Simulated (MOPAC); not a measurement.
Frequency calculation, with input and output: CH3BrCl2Si (part 2 of 2)

CH3BrCl2Si, SMILES ClC(Cl)[SiH2]Br; PM6-D3H4, closed shell, dispersion D3H4, COSMO solvent methanol (MOPAC 23.2.5). The geometry was optimised with PM6-D3H4.

Geometry of the input (Å):
```
Cl 0.0000  0.0000  0.0000
C  1.7767  0.0000  0.0000
Cl 2.2998  1.7130  0.0000
Si 2.5661  -0.6620  -1.6036
Br 2.1024  -2.8416  -1.8165
H  2.1226  -0.4711  0.9604
H  1.9982  0.0928  -2.7340
H  4.0239  -0.4990  -1.4549
```

**The program's output, continued**
```
           1   -0.1318   -0.1831   -0.1176   -0.3053   -0.0441    0.0249   -0.0686   -0.0005
           2    0.0060   -0.0015    0.0012    0.0180    0.0057    0.0042    0.0302   -0.0002
           3   -0.0210    0.0018   -0.0020   -0.0175   -0.0064    0.0510   -0.0527    0.0002
           4    0.1632    0.4225    0.3145    0.5902    0.0652    0.1820   -0.1600    0.0012
           5   -0.2763    0.6712    0.1561   -0.3372   -0.1003   -0.1970   -0.0942   -0.0028
           6    0.4280    0.1524   -0.1407   -0.2906   -0.0522   -0.4089    0.0295   -0.0034
           7    0.0505   -0.1030   -0.0180    0.0226    0.0139   -0.0134    0.0089    0.0010
           8    0.1814   -0.4096   -0.0875    0.1239    0.0464   -0.0523   -0.0673    0.0012
           9   -0.0057   -0.0060   -0.0021   -0.0196   -0.0040    0.0584    0.0454    0.0005
          10   -0.0033    0.0005    0.0058   -0.1027   -0.1224   -0.0627    0.0186   -0.1244
          11   -0.0449    0.0468   -0.1419    0.1710   -0.0648    0.0712    0.0030   -0.0658
          12   -0.2777   -0.0276   -0.0608    0.2726    0.1918    0.0726   -0.0054    0.0582
          13   -0.0169    0.0076   -0.0206    0.0047   -0.0041    0.0003   -0.0004   -0.0004
          14    0.0039    0.0063   -0.0323    0.0046   -0.0193   -0.0012    0.0009   -0.0009
          15   -0.0061   -0.0104    0.0140   -0.0038   -0.0037    0.0000   -0.0001    0.0003
          16   -0.0214    0.0301    0.0688    0.2286    0.0500   -0.3866    0.8136    0.0015
          17    0.0349    0.1166    0.0155   -0.2469   -0.0580    0.6460    0.5353   -0.0023
          18    0.1787    0.0433   -0.0494   -0.1810   -0.0377    0.4087   -0.0217    0.0042
          19    0.1981    0.1139   -0.0905   -0.0980    0.6037    0.0286   -0.0084   -0.1869
          20   -0.3300   -0.2048    0.4651   -0.1740    0.1934   -0.0289   -0.0034    0.2576
          21   -0.3602   -0.2034    0.3597   -0.0410   -0.1316   -0.0347    0.0029   -0.3922
          22   -0.0896    0.0240   -0.1074    0.0087   -0.0166   -0.0103    0.0064    0.8387
          23    0.3397   -0.0935    0.5295   -0.2000    0.4155   -0.0166   -0.0104    0.1037
          24    0.3822   -0.1035    0.3955    0.0403   -0.5682    0.0054   -0.0101    0.0865

   Root No.      17        18

                17 A      18 A

                2122.2    2605.0

           1    0.0011   -0.0088
           2   -0.0000    0.0013
           3   -0.0005   -0.0038
           4   -0.0018   -0.0779
           5    0.0008    0.1067
           6    0.0011   -0.2087
           7    0.0002    0.0013
           8   -0.0004    0.0081
           9   -0.0006   -0.0036
          10   -0.1507    0.0032
          11    0.0694   -0.0025
          12   -0.1300   -0.0127
          13   -0.0007    0.0000
          14    0.0001    0.0004
          15   -0.0009    0.0002
          16   -0.0037    0.2993
          17    0.0036   -0.4150
          18   -0.0022    0.8227
          19    0.3158   -0.0005
          20   -0.4336   -0.0007
          21    0.6511    0.0064
          22    0.4875   -0.0022
          23    0.0624    0.0015
          24    0.0480    0.0012

          DESCRIPTION OF VIBRATIONS

 VIBRATION          1    1A          ATOM PAIR     ENERGY CONTRIBUTION    RADIAL
 FREQUENCY            49.22         C 2 -- Si4         +17.8% (678.4%)      0.4%
 TRANSITION DIPOLE   0.4000         Cl3 -- Si4         +17.8% (678.0%)      0.8%
 TRAVEL (Ang.)       0.4098         Si4 -- Br5         +17.7% (675.9%)      0.1%
 REDUCED MASS        8.1587         Cl1 -- Si4         +17.6% (675.1%)      1.7%
 EFFECTIVE MASS    916.7816         Si4 -- H 8         +11.2% (537.4%)     84.7%
 FORCE CONSTANT      0.0116         Si4 -- H 7         +10.9% (530.8%)     91.4%

 VIBRATION          2    2A          ATOM PAIR     ENERGY CONTRIBUTION    RADIAL
 FREQUENCY            72.28         Cl1 -- Si4         +15.4% (332.4%)     31.5%
 TRANSITION DIPOLE   0.6017         C 2 -- Si4         +12.9% (304.4%)     15.7%
 TRAVEL (Ang.)       0.3044         Cl3 -- Si4         +11.0% (280.2%)     38.6%
 REDUCED MASS       10.0694         C 2 -- Cl3         +11.0% (280.2%)      0.1%
 EFFECTIVE MASS    174.8339         Si4 -- Br5         +10.5% (274.1%)      0.0%
 FORCE CONSTANT      0.0310

 VIBRATION          3    3A          ATOM PAIR     ENERGY CONTRIBUTION    RADIAL
 FREQUENCY           120.61         Cl3 -- Si4         +18.1% (177.7%)     90.5%
 TRANSITION DIPOLE   0.5217         C 2 -- Si4         +16.8% (171.1%)      0.0%
 TRAVEL (Ang.)       0.1850         Cl1 -- Cl3         +15.4% (164.1%)      5.1%
 REDUCED MASS       16.3330         C 2 -- H 6         +13.7% (154.5%)      4.4%
 EFFECTIVE MASS     82.4747         Cl1 -- C 2         +13.4% (153.1%)     75.7%
 FORCE CONSTANT      0.1400

 VIBRATION          4    4A          ATOM PAIR     ENERGY CONTRIBUTION    RADIAL
 FREQUENCY           171.14         C 2 -- Si4         +15.4% (220.7%)     14.9%
 TRANSITION DIPOLE   0.7034         Cl1 -- C 2         +13.1% (203.8%)      0.7%
 TRAVEL (Ang.)       0.2517         C 2 -- Cl3         +13.0% (203.3%)      1.2%
 REDUCED MASS        6.2206         Cl1 -- Si4         +11.3% (189.0%)     91.6%
 EFFECTIVE MASS     79.7186         Cl3 -- Si4         +10.5% (182.2%)     16.1%
 FORCE CONSTANT      0.1073         Si4 -- H 7         +10.1% (178.8%)      4.1%
                            Si4 -- Br5         +10.1% (178.8%)      0.6%

 VIBRATION          5    5A          ATOM PAIR     ENERGY CONTRIBUTION    RADIAL
 FREQUENCY           289.76         C 2 -- Si4         +17.2% (110.9%)      0.8%
 TRANSITION DIPOLE   1.2198         C 2 -- Cl3         +17.2% (110.6%)      8.4%
 TRAVEL (Ang.)       0.1608         Cl1 -- C 2         +16.7% (109.1%)      5.7%
 REDUCED MASS        8.9979         Cl1 -- Cl3         +16.3% (107.9%)    100.0%
 EFFECTIVE MASS     39.7031
 FORCE CONSTANT      0.4451

 VIBRATION          6    6A          ATOM PAIR     ENERGY CONTRIBUTION    RADIAL
 FREQUENCY           317.18         C 2 -- Si4         +18.0% (113.4%)      0.3%
 TRANSITION DIPOLE   3.6527         Si4 -- Br5         +17.5% (111.6%)     98.8%
 TRAVEL (Ang.)       0.1224         Cl3 -- Si4         +14.9% (103.0%)     58.2%
 REDUCED MASS       14.2016         Cl1 -- Si4         +13.7% ( 98.9%)      0.2%
 EFFECTIVE MASS     43.2320         Si4 -- H 7         +11.5% ( 90.3%)     12.1%
 FORCE CONSTANT      0.8418         Si4 -- H 8         +10.4% ( 86.0%)     15.8%

 VIBRATION          7    7A          ATOM PAIR     ENERGY CONTRIBUTION    RADIAL
 FREQUENCY           489.73         Si4 -- H 7         +32.0% ( 99.1%)      5.2%
 TRANSITION DIPOLE   0.8385         Si4 -- H 8         +27.5% ( 91.8%)     17.2%
 TRAVEL (Ang.)       0.2850         Cl1 -- Si4          +9.6% ( 54.2%)     78.5%
 REDUCED MASS        1.6950         C 2 -- Si4          +7.9% ( 49.3%)     43.7%
 EFFECTIVE MASS     10.8396
 FORCE CONSTANT      0.2395

 VIBRATION          8    8A          ATOM PAIR     ENERGY CONTRIBUTION    RADIAL
 FREQUENCY           587.24         C 2 -- Si4         +18.7% ( 73.9%)     48.6%
 TRANSITION DIPOLE   0.6992         Cl1 -- C 2         +18.1% ( 72.7%)     65.1%
 TRAVEL (Ang.)       0.2870         Si4 -- H 7         +15.9% ( 68.3%)      3.4%
 REDUCED MASS        1.3944         C 2 -- Cl3         +14.7% ( 65.6%)     21.1%
 EFFECTIVE MASS     12.0313         Si4 -- H 8         +12.7% ( 61.0%)      0.0%
 FORCE CONSTANT      0.2833

 VIBRATION          9    9A          ATOM PAIR     ENERGY CONTRIBUTION    RADIAL
 FREQUENCY           666.45         C 2 -- Si4         +21.0% ( 72.8%)     34.1%
 TRANSITION DIPOLE   0.6706         C 2 -- Cl3         +19.4% ( 69.9%)     39.9%
 TRAVEL (Ang.)       0.2720         Cl1 -- C 2         +18.5% ( 68.3%)     23.6%
 REDUCED MASS        1.3678         Si4 -- H 8         +15.4% ( 62.3%)      0.1%
 EFFECTIVE MASS      8.9960         Si4 -- H 7         +11.3% ( 53.4%)     20.0%
 FORCE CONSTANT      0.3579

 VIBRATION         10   10A          ATOM PAIR     ENERGY CONTRIBUTION    RADIAL
 FREQUENCY           709.44         C 2 -- Cl3         +30.1% ( 91.8%)     95.9%
 TRANSITION DIPOLE   3.0249         Cl1 -- C 2         +22.2% ( 78.9%)     43.6%
 TRAVEL (Ang.)       0.1229         C 2 -- Si4         +20.1% ( 75.2%)      6.2%
 REDUCED MASS        6.2880         C 2 -- H 6         +18.8% ( 72.6%)      0.1%
 EFFECTIVE MASS     14.6174
 FORCE CONSTANT      1.8646

 VIBRATION         11   11A          ATOM PAIR     ENERGY CONTRIBUTION    RADIAL
 FREQUENCY           764.16         Si4 -- H 8         +31.5% ( 63.5%)      0.0%
 TRANSITION DIPOLE   1.3605         Si4 -- H 7         +24.5% ( 55.9%)      0.1%
 TRAVEL (Ang.)       0.3835         Cl1 -- C 2         +12.1% ( 39.3%)     81.2%
 REDUCED MASS        0.5999         C 2 -- Cl3         +11.1% ( 37.7%)     57.6%
 EFFECTIVE MASS      3.4145
 FORCE CONSTANT      0.2064

 VIBRATION         12   12A          ATOM PAIR     ENERGY CONTRIBUTION    RADIAL
 FREQUENCY           825.18         C 2 -- Si4         +25.4% ( 82.2%)     83.2%
 TRANSITION DIPOLE   1.6314         Cl1 -- C 2         +23.4% ( 79.0%)     80.0%
 TRAVEL (Ang.)       0.1379         C 2 -- H 6         +20.2% ( 73.4%)      2.0%
 REDUCED MASS        4.2997         C 2 -- Cl3         +19.2% ( 71.5%)     12.5%
 EFFECTIVE MASS     13.1656
 FORCE CONSTANT      1.7250

 VIBRATION         13   13A          ATOM PAIR     ENERGY CONTRIBUTION    RADIAL
 FREQUENCY           880.39         Si4 -- H 8         +46.2% ( 60.9%)      0.8%
 TRANSITION DIPOLE   0.9568         Si4 -- H 7         +36.0% ( 53.8%)      1.4%
 TRAVEL (Ang.)       0.3850         C 2 -- Si4          +5.3% ( 20.6%)     90.9%
 REDUCED MASS        0.5167         Cl3 -- Si4          +2.2% ( 13.4%)      1.3%
 EFFECTIVE MASS      2.2136
 FORCE CONSTANT      0.2359

 VIBRATION         14   14A          ATOM PAIR     ENERGY CONTRIBUTION    RADIAL
 FREQUENCY          1040.26         C 2 -- H 6         +66.4% ( 97.6%)      1.7%
 TRANSITION DIPOLE   0.7289         C 2 -- Si4         +12.0% ( 41.5%)     98.9%
 TRAVEL (Ang.)       0.2289         Cl1 -- C 2         +10.2% ( 38.2%)      8.9%
 REDUCED MASS        1.2371         C 2 -- Cl3         +10.1% ( 38.1%)      2.4%
 EFFECTIVE MASS      3.5875
 FORCE CONSTANT      0.7888

 VIBRATION         15   15A          ATOM PAIR     ENERGY CONTRIBUTION    RADIAL
 FREQUENCY          1127.04         C 2 -- H 6         +96.1% ( 98.5%)      0.0%
 TRANSITION DIPOLE   0.0837         C 2 -- Si4          +1.3% ( 11.6%)     11.4%
 TRAVEL (Ang.)       0.2541         C 2 -- Cl3          +1.2% ( 10.8%)     19.1%
 REDUCED MASS        0.9265         Cl1 -- C 2          +1.1% ( 10.5%)     27.3%
 EFFECTIVE MASS      1.3882
 FORCE CONSTANT      0.6934

 VIBRATION         16   16A          ATOM PAIR     ENERGY CONTRIBUTION    RADIAL
 FREQUENCY          2101.01         Si4 -- H 8         +73.9% ( 86.0%)     99.1%
 TRANSITION DIPOLE   0.0733         Si4 -- H 7         +25.7% ( 50.7%)     92.1%
 TRAVEL (Ang.)       0.2302         C 2 -- Si4          +0.1% (  3.4%)     28.5%
 REDUCED MASS        0.6056         Cl3 -- Si4          +0.1% (  3.4%)      0.6%
 EFFECTIVE MASS      1.2295
 FORCE CONSTANT      1.5751

 VIBRATION         17   17A          ATOM PAIR     ENERGY CONTRIBUTION    RADIAL
 FREQUENCY          2122.23         Si4 -- H 7         +73.3% ( 86.3%)     99.5%
 TRANSITION DIPOLE   0.0925         Si4 -- H 8         +25.7% ( 51.1%)     95.7%
 TRAVEL (Ang.)       0.2253         C 2 -- Si4          +0.3% (  5.0%)      1.4%
 REDUCED MASS        0.6258         Cl1 -- Si4          +0.3% (  5.0%)     12.1%
 EFFECTIVE MASS      1.4382
 FORCE CONSTANT      1.6608

 VIBRATION         18   18A          ATOM PAIR     ENERGY CONTRIBUTION    RADIAL
 FREQUENCY          2605.05         C 2 -- H 6         +98.2% (100.0%)    100.0%
 TRANSITION DIPOLE   1.2836         C 2 -- Cl3          +0.6% (  7.8%)      8.7%
 TRAVEL (Ang.)       0.1666         Cl1 -- C 2          +0.6% (  7.8%)      8.2%
 REDUCED MASS        0.9326         C 2 -- Si4          +0.6% (  7.8%)     15.3%
 EFFECTIVE MASS      1.3480
 FORCE CONSTANT      3.7289

      SYMMETRY NUMBER FOR POINT-GROUP C1  =  1

          SYSTEM IS A GROUND STATE

 ClC(Cl)[SiH2]Br
 frequencies of CH3BrCl2Si

          MOLECULE IS NOT LINEAR

          THERE ARE 18 GENUINE VIBRATIONS IN THIS SYSTEM
          THIS THERMODYNAMICS CALCULATION IS LIMITED TO
          MOLECULES WHICH HAVE NO INTERNAL ROTATIONS

                    CALCULATED THERMODYNAMIC PROPERTIES
                                          *
   TEMP. (K)   PARTITION FUNCTION   H.O.F.    ENTHALPY  HEAT CAPACITY ENTROPY
                                   KCAL/MOL   CAL/MOLE    CAL/K/MOL  CAL/K/MOL

 298.00  VIB.     0.1482D+03                  2927.4946    17.5788    19.7576
         ROT.     0.8063D+06                   888.2803     2.9808    30.0073
         INT.     0.1195D+09                  3815.7749    20.5596    49.7649
         TRA.     0.2611D+28                  1480.4672     4.9680    41.6901
         TOT.                      -44.820    5296.2421    25.5276    91.4550

 100.00  VIB.     0.4157D+01                   393.4193     7.6419     6.7657
         ROT.     0.1567D+06                   298.0806     2.9808    26.7525
         INT.     0.6516D+06                   691.4999    10.6227    33.5182
         TRA.     0.5075D+27                   496.8011     4.9680    36.2653
         TOT.                      -48.928    1188.3010    15.5907    69.7835

 400.00  VIB.     0.7595D+03                  4917.3495    21.2392    25.4739
         ROT.     0.1254D+07                  1192.3226     2.9808    30.8848
         INT.     0.9524D+09                  6109.6721    24.2200    56.3586
         TRA.     0.4060D+28                  1987.2043     4.9680    43.1525
         TOT.                      -42.019    8096.8764    29.1880    99.5111

 700.00  VIB.     0.5068D+05                 12331.0405    27.3884    39.1438
         ROT.     0.2903D+07                  2086.5645     2.9808    32.5529
         INT.     0.1471D+12                 14417.6050    30.3692    71.6967
         TRA.     0.9400D+28                  3477.6075     4.9680    45.9327
         TOT.                      -32.221   17895.2124    35.3372   117.6293

1000.00  VIB.     0.1633D+07                 21058.8722    30.4849    49.4877
         ROT.     0.4957D+07                  2980.8064     2.9808    33.6160
         INT.     0.8094D+13                 24039.6786    33.4657    83.1037
         TRA.     0.1605D+29                  4968.0106     4.9680    47.7047
         TOT.                      -21.109   29007.6893    38.4337   130.8084

   *: NOTE: HEATS OF FORMATION ARE RELATIVE TO THE
            ELEMENTS IN THEIR STANDARD STATE AT 298K
              (=  Standard Enthalpy of Formation).

            Hvib:  Zero-point energy is not included.
                   frequencies of less than zero cm-1 are not included.
            Hrot = (3/2)RT
            Htra = (3/2)RT + pV = (5/2)RT

            Heat capacity is Cp, not Cv

           FORCE CONSTANT IN CARTESIAN COORDINATES (Millidynes/A)

    ATOM   CHEMICAL       X               Y               Z
   NUMBER   SYMBOL  FORCE CONSTANT  FORCE CONSTANT  FORCE CONSTANT

      1      Cl        3.623231        0.439697        0.253287
      2       C        3.766572        3.589170        4.956264
      3      Cl        0.740688        3.155558        0.225495
      4      Si        4.149191        2.642090        4.215147
      5      Br        0.163251        1.239242        0.121469
      6       H        0.981912        1.211166        2.866945
      7       H        0.587428        0.876820        1.650455
      8       H        2.488493        0.323619        0.310193

 *                    *
 * JOB ENDED NORMALLY *
 *                    *

 TOTAL JOB TIME:             0.80 SECONDS

 == MOPAC DONE ==
```

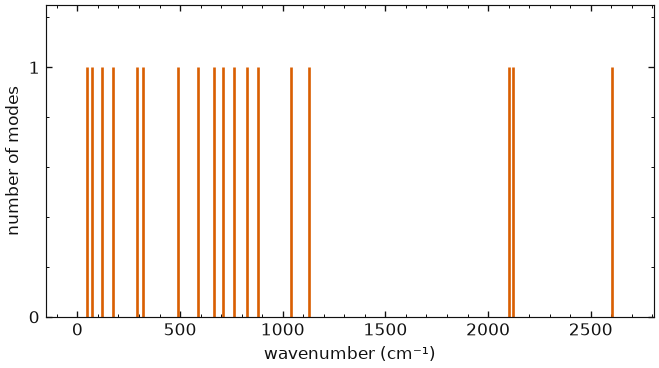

Fig. 1: Harmonic vibrational wavenumbers from the force constants; neighbouring modes closer than 12 cm⁻¹ are counted in one stick. 18 modes from 49 to 2605 cm⁻¹, none imaginary.

**Results in brief**

```csv
quantity,value
outcome,converged
heat of formation,−44.82 kcal/mol
basis functions,43
zero-point energy,0.034032 hartree
"wavenumbers, lowest and highest",49 and 2605 cm⁻¹
wall time,0.83 s
peak memory,0.12 GiB
```

**Remarks**

MOPAC's energies along a path are heats of formation.
